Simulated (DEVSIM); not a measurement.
Structure: illuminated Si p-on-n cell, one wavelength, at 400 K.

```csv
layer (left to right),material,thickness (μm),Nd (cm⁻³),Na (cm⁻³),τn (s),τp (s),absorption coefficient (cm⁻¹)
1,Si,0.100,-,1e19,1.4e-6,3.6e-7,100
2,Si,38.0,1.7e17,-,1.7e-5,1.7e-5,100
```

Left contact: ohmic, minority electron recombination velocity 30 cm/s. Right contact: ohmic, minority hole recombination velocity 200 cm/s. Voltage is applied to the left contact. Recombination: SRH at mid-gap, radiative, Auger. Light enters at the left, 5.7e17 photons cm⁻² s⁻¹, one pass, no reflection. Mobility is constant in doping.

Constants are typed, rounded textbook-type inputs, not results; the design itself was drawn at random and stands for no fabricated device. Values at 300 K; Nc and Nv go as T^1.5, mobilities as T to minus their exponent, the gap by Varshni's rule with the affinity fixed.

```csv
parameter,Si
gap (eV),1.124
affinity (eV),4.05
permittivity,11.7
Nc (cm⁻³),2.86e19
Nv (cm⁻³),3.1e19
μn (cm²/Vs),1417
μp (cm²/Vs),470
T exponent of μn,2.3
T exponent of μp,2.2
B (cm³/s),4.7e-15
Cn (cm⁶/s),2.8e-31
Cp (cm⁶/s),9.9e-32
Varshni α (eV/K),0.000473
Varshni β (K),636
```

Simulated with DEVSIM: 1D drift-diffusion, Boltzmann statistics, complete ionisation; no tunnelling, impact ionisation, image-force lowering or self-heating.

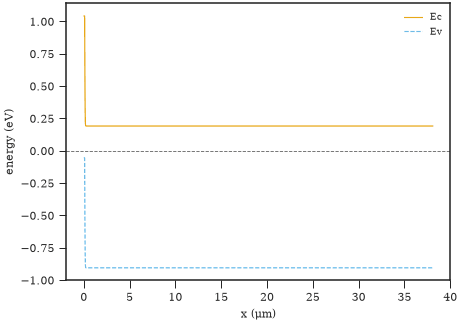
Figure: Band edges at zero bias, in the dark

Energies count from the Fermi level of the right contact; mesh points crowd at the junctions.

```json
[
 {"x (μm)": "0.000", "Ec (eV)": "1.043", "Ev (eV)": "-0.054", "n (cm⁻³)": "3200000", "p (cm⁻³)": "1.0e19", "field (V/cm)": "≈ 0"},
 {"x (μm)": "0.02015", "Ec (eV)": "1.043", "Ev (eV)": "-0.054", "n (cm⁻³)": "3200000", "p (cm⁻³)": "1.0e19", "field (V/cm)": "≈ 0"},
 {"x (μm)": "0.05000", "Ec (eV)": "1.043", "Ev (eV)": "-0.054", "n (cm⁻³)": "3200000", "p (cm⁻³)": "1.0e19", "field (V/cm)": "≈ 0"},
 {"x (μm)": "0.07898", "Ec (eV)": "1.043", "Ev (eV)": "-0.054", "n (cm⁻³)": "3200000", "p (cm⁻³)": "1.0e19", "field (V/cm)": "≈ 0"},
 {"x (μm)": "0.1054", "Ec (eV)": "0.875", "Ev (eV)": "-0.221", "n (cm⁻³)": "4.2e8", "p (cm⁻³)": "7.8e16", "field (V/cm)": "-190000"},
 {"x (μm)": "0.1349", "Ec (eV)": "0.445", "Ev (eV)": "-0.652", "n (cm⁻³)": "1.1e14", "p (cm⁻³)": "2.9e11", "field (V/cm)": "-110000"},
 {"x (μm)": "0.1987", "Ec (eV)": "0.195", "Ev (eV)": "-0.902", "n (cm⁻³)": "1.6e17", "p (cm⁻³)": "2.1e8", "field (V/cm)": "-2700"},
 {"x (μm)": "0.3895", "Ec (eV)": "0.192", "Ev (eV)": "-0.905", "n (cm⁻³)": "1.7e17", "p (cm⁻³)": "1.9e8", "field (V/cm)": "≈ 0"},
 {"x (μm)": "0.7029", "Ec (eV)": "0.192", "Ev (eV)": "-0.905", "n (cm⁻³)": "1.7e17", "p (cm⁻³)": "1.9e8", "field (V/cm)": "≈ 0"},
 {"x (μm)": "1.330", "Ec (eV)": "0.192", "Ev (eV)": "-0.905", "n (cm⁻³)": "1.7e17", "p (cm⁻³)": "1.9e8", "field (V/cm)": "≈ 0"},
 {"x (μm)": "2.688", "Ec (eV)": "0.192", "Ev (eV)": "-0.905", "n (cm⁻³)": "1.7e17", "p (cm⁻³)": "1.9e8", "field (V/cm)": "≈ 0"},
 {"x (μm)": "6.747", "Ec (eV)": "0.192", "Ev (eV)": "-0.905", "n (cm⁻³)": "1.7e17", "p (cm⁻³)": "1.9e8", "field (V/cm)": "≈ 0"},
 {"x (μm)": "13.42", "Ec (eV)": "0.192", "Ev (eV)": "-0.905", "n (cm⁻³)": "1.7e17", "p (cm⁻³)": "1.9e8", "field (V/cm)": "≈ 0"},
 {"x (μm)": "24.39", "Ec (eV)": "0.192", "Ev (eV)": "-0.905", "n (cm⁻³)": "1.7e17", "p (cm⁻³)": "1.9e8", "field (V/cm)": "≈ 0"},
 {"x (μm)": "32.75", "Ec (eV)": "0.192", "Ev (eV)": "-0.905", "n (cm⁻³)": "1.7e17", "p (cm⁻³)": "1.9e8", "field (V/cm)": "≈ 0"},
 {"x (μm)": "35.54", "Ec (eV)": "0.192", "Ev (eV)": "-0.905", "n (cm⁻³)": "1.7e17", "p (cm⁻³)": "1.9e8", "field (V/cm)": "≈ 0"},
 {"x (μm)": "36.83", "Ec (eV)": "0.192", "Ev (eV)": "-0.905", "n (cm⁻³)": "1.7e17", "p (cm⁻³)": "1.9e8", "field (V/cm)": "≈ 0"},
 {"x (μm)": "37.48", "Ec (eV)": "0.192", "Ev (eV)": "-0.905", "n (cm⁻³)": "1.7e17", "p (cm⁻³)": "1.9e8", "field (V/cm)": "≈ 0"},
 {"x (μm)": "37.87", "Ec (eV)": "0.192", "Ev (eV)": "-0.905", "n (cm⁻³)": "1.7e17", "p (cm⁻³)": "1.9e8", "field (V/cm)": "≈ 0"},
 {"x (μm)": "38.00", "Ec (eV)": "0.192", "Ev (eV)": "-0.905", "n (cm⁻³)": "1.7e17", "p (cm⁻³)": "1.9e8", "field (V/cm)": "≈ 0"},
 {"x (μm)": "38.06", "Ec (eV)": "0.192", "Ev (eV)": "-0.905", "n (cm⁻³)": "1.7e17", "p (cm⁻³)": "1.9e8", "field (V/cm)": "≈ 0"},
 {"x (μm)": "38.10", "Ec (eV)": "0.192", "Ev (eV)": "-0.905", "n (cm⁻³)": "1.7e17", "p (cm⁻³)": "1.9e8", "field (V/cm)": "≈ 0"}
]
```
